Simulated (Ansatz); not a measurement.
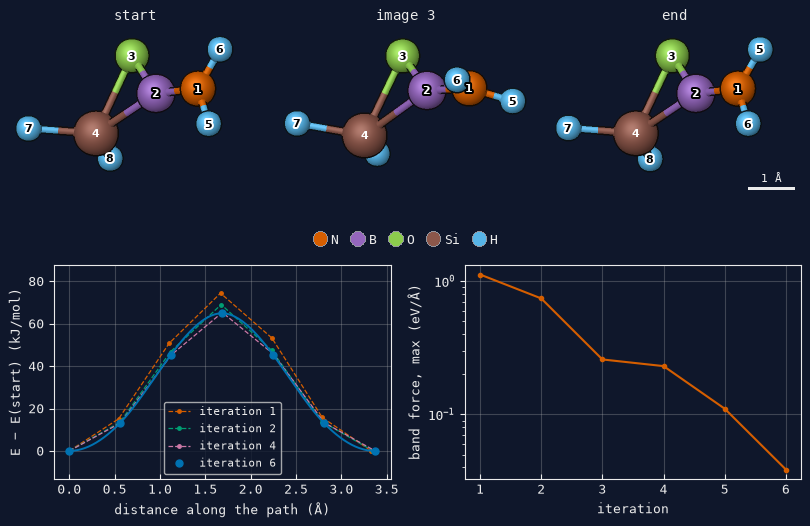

A search for the minimum-energy path of BSiNH₄O by the nudged elastic band. Images are numbered from 0 (start) to 6 (end). The plot follows the band through its iterations. Style: ball-and-stick. Shown from a free direction.

The calculation used RKS PBE0-D4/6-31G (Ansatz).

Input file:
```yaml
crystal:
  periodic: [false, false, false]
  atoms:
    - { symbol: "N", position_ang: [-0.566399, 1.593962, -0.435739] }
    - { symbol: B, position_ang: [-0.076633, 0.392402, 0.054099] }
    - { symbol: O, position_ang: [0.438157, -0.064495, 1.242754] }
    - { symbol: Si, position_ang: [0.423944, -1.500019, 0.006909] }
    - { symbol: H, position_ang: [-0.904726, 1.696353, -1.377155] }
    - { symbol: H, position_ang: [-0.605495, 2.425779, 0.134711] }
    - { symbol: H, position_ang: [1.825032, -1.992202, -0.211641] }
    - { symbol: H, position_ang: [-0.44178, -2.608881, 0.530361] }
basis:
  gaussian: { orbitals: "6-31G" }
hamiltonian:
  xc: pbe0
  dispersion: d4
neb:
  order_check: false
  images: 5
  f_tol: 0.05
  max_iterations: 60
  initial_path: idpp
  final_atoms:
    - { symbol: "N", position_ang: [-0.56650231, 1.59359441, -0.43546514] }
    - { symbol: B, position_ang: [-0.07555483, 0.39250059, 0.05482349] }
    - { symbol: O, position_ang: [0.4382403, -0.06443798, 1.24442044] }
    - { symbol: Si, position_ang: [0.42467981, -1.49975506, 0.00728477] }
    - { symbol: H, position_ang: [-0.60819613, 2.42637878, 0.13341999] }
    - { symbol: H, position_ang: [-0.90313285, 1.69467634, -1.37773896] }
    - { symbol: H, position_ang: [1.82550263, -1.99213386, -0.21132423] }
    - { symbol: H, position_ang: [-0.44293662, -2.60792422, 0.52887864] }
```

Run as
```bash
ansatz run input.yaml --threads 1 --pin off --max-ram 2048MiB --backend cpu --events-out ev --progress --plain --runs-dir out
```

**Judge this run.**

The result is final at these settings. The band converged in 6 iterations. The largest component of the band force went from 1.1 to 0.039 eV/Å. The climbing image converged on the top of the path. Its vibrational analysis gives one imaginary mode (529i cm⁻¹), as a transition state must have. The first iteration put the highest image at 74.4 kJ/mol. The two ends have the same energy, and the highest point, image 3, lies 64.9 kJ/mol above the start.
